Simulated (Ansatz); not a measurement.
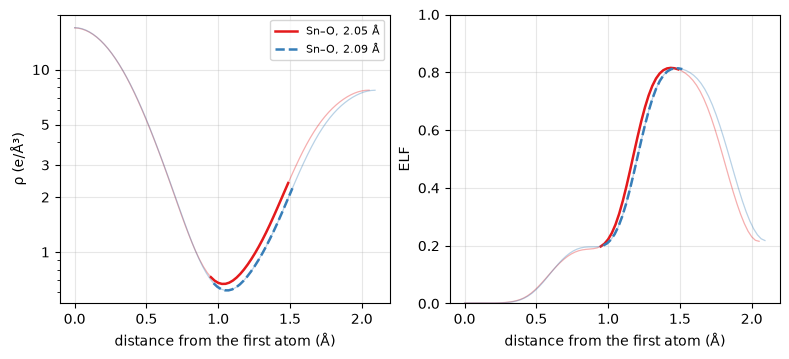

The picture shows: Sn16O31. Valence electron density and electron localisation function along straight lines between neighbouring atoms. Thin, pale parts lie inside the atomic spheres.

Space group Amm2.

Method: DFT PBE, scalar-relativistic, plane waves, PAW in Ansatz.

In a PAW calculation such maps are meaningful between the atoms, not at the nuclei.

What can be read from the curves?

Answer. Sn–O (2.05 Å): ρ at the midpoint is about 0.67 e/Å³; the ELF peaks at about 0.80 in the valence shell of O, 0.6 Å from its nucleus, and is about 0.25 at the midpoint; no shared electron pair shows on this line.
Sn–O (2.09 Å): the density is about 0.62 e/Å³ at the midpoint; the ELF peaks at about 0.80 in the valence shell of O, 0.6 Å from its nucleus, and is about 0.25 at the midpoint (no localised pair shows between them).
